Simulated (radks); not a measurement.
Computed with the in-house radial solver radks: Dirac Kohn-Sham, PBE, spin-unpolarised, spherical densities, finite nucleus. The occupation of the 5d shell is varied from W²⁺ ([Xe] 4f14 5d3 6s1 (open shells shared over both j by 2j + 1)) to W⁺ ([Xe] 4f14 5d4 6s1 (open shells shared over both j by 2j + 1)), with spherical fractional occupations. Wanted, and plotted below: the total energy less the straight line between the end points.

The curve is convex (below the straight line), with the largest deviation among the points computed, −1.28 eV, at 0.5. The end points differ by 16.7 eV, the energy to take the electron out. Convexity is the mark of the delocalisation error, which puts fractional charges too low; for p, d and f shells the spherical spreading of the fraction adds to it.

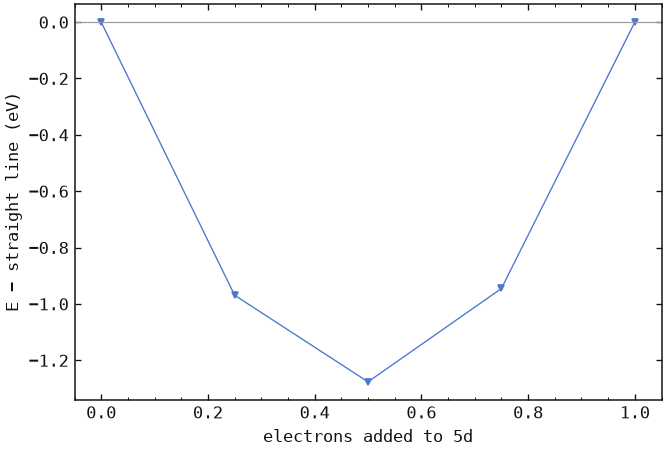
